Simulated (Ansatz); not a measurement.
Bond-angle distributions (per cent of the angles at each element, bins of 10°) of a relaxed model of amorphous Mo₁₆Si₃₂ at 5.66 g/cm³. All values below come from PBE, scalar-relativistic without spin-orbit coupling (plane waves to 420 eV, PAW; Ansatz, a quantum-chemistry and plane-wave program).

The cell was made by melting and quenching with the CHGNet potential and then relaxed with DFT. The hot cell started wider than the set density and was brought back towards it in steps. It is the lowest in DFT energy of 2 quenches. It is a model cell: composition and starting density were chosen by hand, and all elements were melted together. No dispersion term was used. Its density started from a set value of 5.63 and ended at 5.66 g/cm³. The quench (nominally 200 K/ps over its main leg) was far faster than any real one, so the model tends to hold more defects than a real film. A cell of this size samples the disorder only roughly. Volume and shape were free in the relaxation. On a 2×2×2 Γ-centred mesh force components of up to 0.42 eV/Å stay, since the relaxation ran on one k-point at (1/4, 1/4, 1/4).

Cut-offs for bonds: Mo-Mo 3.60 Å, Mo-Si 2.96 Å, Si-Si 2.74 Å.

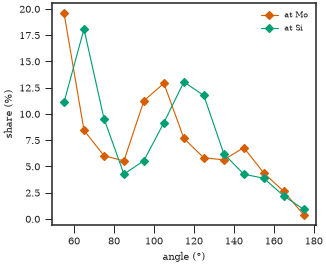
Bond-angle distributions

They go with these counts of neighbours within the cut-offs, cation contacts included: Mo mean 11.8, most often 11; Si mean 7.4, most often 8.
